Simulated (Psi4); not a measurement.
**CuH2OF (SMILES [OH2+][Cu-][F]) in Psi4**

Aim: the vertical excitations of CuH2OF.

The calculation is run with Psi4 1.11.

8 further runs of the same task are left out: 5 that didn't finish, 3 set aside as unsound or not needed.

## (1) The system as given

CuH2OF has 5 atoms, charge 0, and is taken as a singlet. SMILES: `[OH2+][Cu-][F]`. Geometry: relaxed at PBE0-D4/def2-TZVP. This is one conformer, not always the lowest.

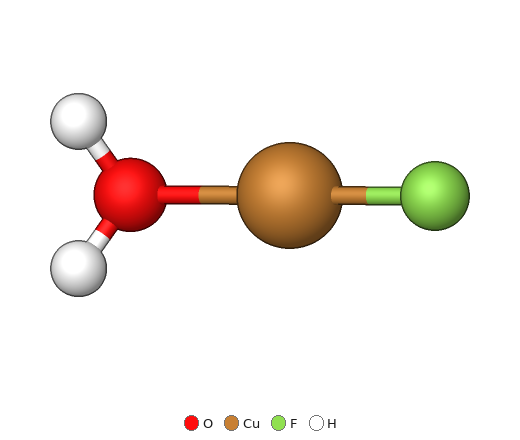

The structure, seen from a chosen angle (oxygen red, copper orange, fluorine green, hydrogen white).

## (2) The input as written

Contents of calc.py:

```python
import psi4

psi4.set_memory('100 MB')
psi4.set_num_threads(1)
psi4.core.set_output_file('output.dat', False)

m = psi4.geometry("""
0 1
O     -0.782600     0.255300    -0.512100
Cu     0.739500    -0.565800     0.333300
F      2.126600    -1.315400     1.103300
H     -1.468100     0.540600     0.100800
H     -0.565500     1.011500    -1.066900
symmetry c1
no_reorient
no_com
""")

psi4.set_options({
    'basis': 'aug-pcseg-0',
    'scf_type': 'mem_df',
    'save_jk': True,
})

from psi4.driver.procrouting.response.scf_response import tdscf_excitations
energy_value, wavefunction = psi4.energy("hf", molecule=m, return_wfn=True)
states = tdscf_excitations(wavefunction, states=8, tda=False, triplets='also')
for k, s in enumerate(states, 1):
    print(f"root {k}: {s['EXCITATION ENERGY'] * 27.211386:.4f} eV  f = {s['OSCILLATOR STRENGTH (LEN)']:.4f}  {s['SYMMETRY']}")
print(f'hf energy: {energy_value:.10f} Eh')
```

Launch:

```
$ python calc.py
```

stdout:

```text
psi4.driver.p4util.exceptions.ValidationError: set_memory(): Requested 95.4 MiB (1e+02 MB); minimum 250 MiB (263 MB). Please, sir, I want some more.
```

Run time: 0.69 s. Hardware: 1 thread of Intel Xeon 6975P-C (Granite Rapids), shared host; peak memory 0.13 GiB.

## (3) Reading the log

The program refused the input.

The telling line is `psi4.driver.p4util.exceptions.ValidationError: set_memory(): Requested 95.4 MiB`. The fault: too little memory is allowed.
